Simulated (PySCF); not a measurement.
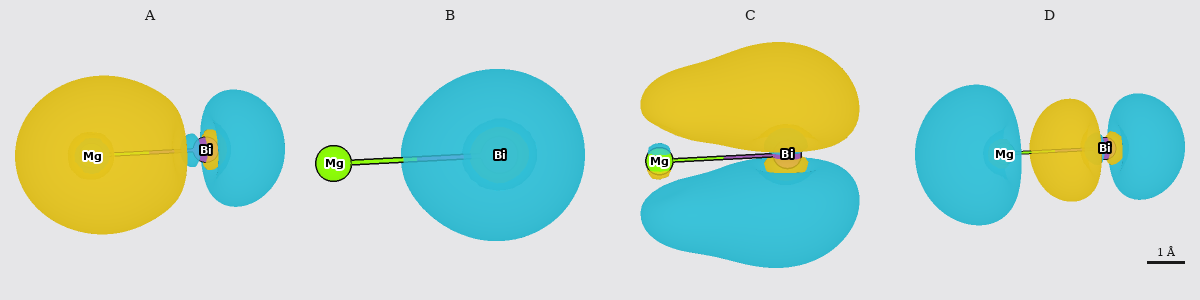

The picture shows: MgBi (charge +1, triplet). Four frontier β-spin orbitals, each drawn at the value that holds 80 % of its norm (yellow and cyan are the two phases), in no order; of a degenerate pair one member is drawn.

⟨S²⟩ = 2.06, above the pure value of 2.00; core potentials replace the inner electrons of Bi.

Method: PySCF 2.14.0, PBE0/aug-cc-pVDZ(-PP), non-relativistic Hamiltonian with scalar-relativistic core potentials where named, at a bond length of 2.831 Å.

**Label each orbital by symmetry, say whether it is occupied, and order them by energy.**

Orbital B: σ, occupied in this spin, −19.73 eV; almost wholly on Bi.
Orbital A: σ, occupied in this spin, −11.75 eV; shared between the atoms (Mg 60 %, Bi 40 %).
Orbital D: σ, empty in this spin, −7.92 eV; shared between the atoms (Mg 60 %, Bi 40 %).
Orbital C: π, empty in this spin, −7.58 eV; mainly on Bi (80 %).
